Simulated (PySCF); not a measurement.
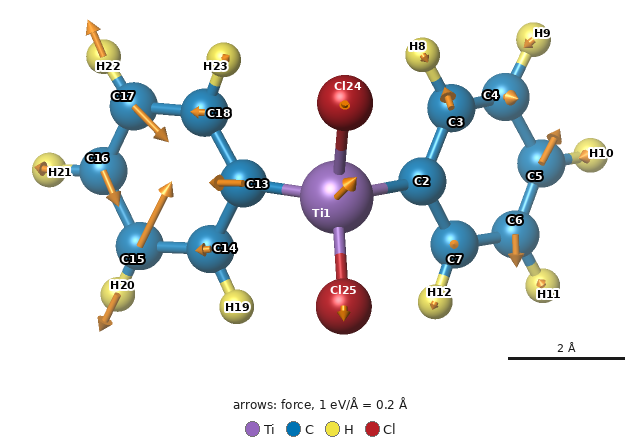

Starting geometry of C12H10Cl2Ti with the computed forces as orange arrows. The picture is a ball-and-stick view, seen face on.

The start comes from GFN2-xTB. Its atoms were then displaced at random by about 0.03 Å.

The calculation used PBE0-D3(BJ)/def2-SVP geometry optimisation, gas phase (PySCF 2.14.0, density-fitted response routines). 

**What follows when this structure is relaxed?**

It isn't relaxed: the largest force vector, on C15, is 6.73 eV/Å. The final displacements have little in common with the starting forces (cosine between the two patterns 0.21). Over 13 geometry steps the energy falls by 1.205 eV. The largest moves after the best rigid fit, 0.31 Å, are those of H10 and H20. Largest moves by element: H 0.31 Å, Cl 0.22 Å, C 0.21 Å, Ti 0.20 Å. Among the contacts that change: Ti1–C13 1.888 → 2.016 Å, C15–H20 1.004 → 1.093 Å, C17–H22 1.014 → 1.093 Å, Ti1–Cl24 2.268 → 2.197 Å. Among the angles between lasting bonds that change: Cl24–Ti1–Cl25 109.0° → 118.4°, Ti1–C13–C18 126.5° → 121.3°, C17–C18–H23 114.5° → 119.4°.
